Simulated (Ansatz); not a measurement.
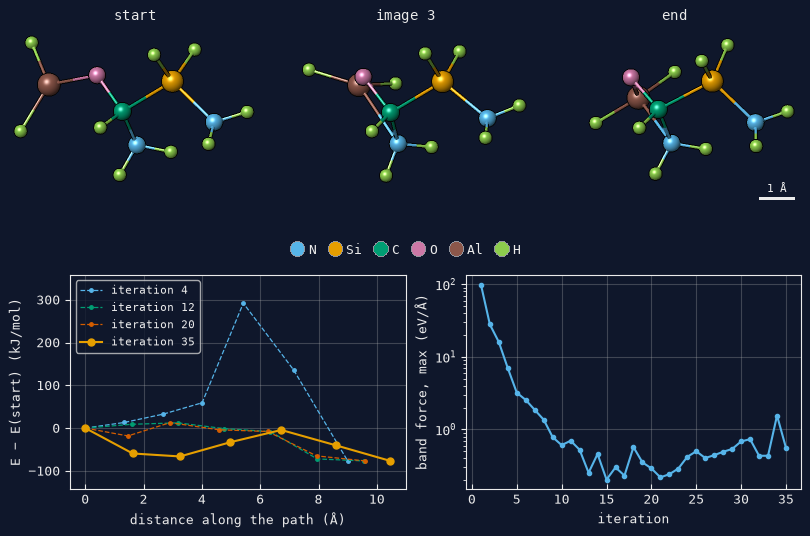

A search for the minimum-energy path of CH9AlN2OSi by the nudged elastic band. Images are numbered from 0 (start) to 6 (end). The plot follows the band through its iterations. The picture is a ball-and-stick view, seen at a tilt.

Theory: RKS PBE0/6-31G* (Ansatz). Run with 5 movable images; climbing image; force threshold 0.05 eV/Å; iteration limit 35; starting path through a guess of the saddle point.

**How did the profile develop, and is the result final?**

The result isn't final. The band hadn't converged when the run stopped after 35 iterations. The largest component of the band force went from 100 to 0.56 eV/Å. The largest force component is 0.42 eV/Å at the start and 0.00 eV/Å at the end; an end with forces this large is no minimum, and the barrier measured from it can be far off. The first iteration put the highest image at 2786.9 kJ/mol. Relative to the start the highest point is image 0 at 0.0 kJ/mol and the end lies at −76.8 kJ/mol, but the profile dips to −66.3 kJ/mol at image 2 on the way, so there may be an intermediate minimum, or an end is no minimum.

The run took 15 min on 2 threads of Intel(R) Xeon(R) Platinum 8259CL CPU @ 2.50GHz (Skylake/Cascade Lake), on a shared host, peak memory 0.34 GiB.
